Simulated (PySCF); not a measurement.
C2H8Si, SMILES `C[SiH2]C`.

Method: BP86/aug-cc-pVDZ; geometry: GFN2-xTB; program: PySCF. No frequency check shows the geometry to be a minimum.

Coordinates in Å:

```
C1      -1.5493    0.5266    0.0019
Si2      0.0000   -0.5714    0.0000
C3       1.5492    0.5266   -0.0020
H4      -1.5810    1.1682    0.8782
H5      -2.4543   -0.0734   -0.0089
H6      -1.5833    1.1680   -0.8743
H7       0.0006   -1.4231    1.1976
H8      -0.0007   -1.4232   -1.1975
H9       1.5809    1.1682   -0.8783
H10      1.5830    1.1684    0.8742
H11      2.4542   -0.0733    0.0089
```

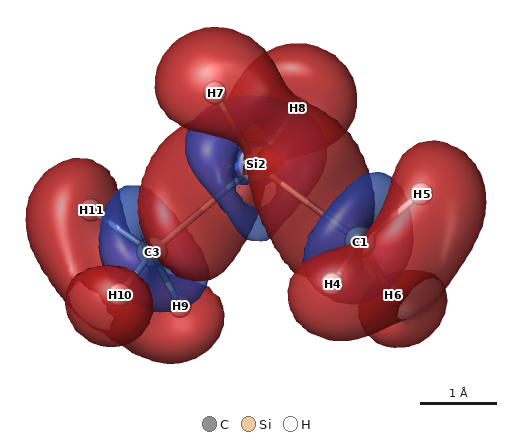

Fukui function f⁻ = ρ(N) − ρ(N−1) at fixed geometry, surfaces at ±0.015 e/Å³ (red positive, blue negative).

Question: On which atoms does the density change most on removal of an electron?

Answer: f⁻ (Hirshfeld-condensed) is largest on Si2 (0.19) and C1 and C3 (0.12 each); the vertical ionisation energy is 10.66 eV (the stability of the cation's solution wasn't checked). Condensed values hint at sites of electrophilic attack but needn't mark the atom that reacts. Orbital relaxation makes it negative in places (0.16 e in all).

Cost of the run: 2.4 min on 1 thread of Arm Neoverse V1 (shared host), peak memory 0.57 GiB.
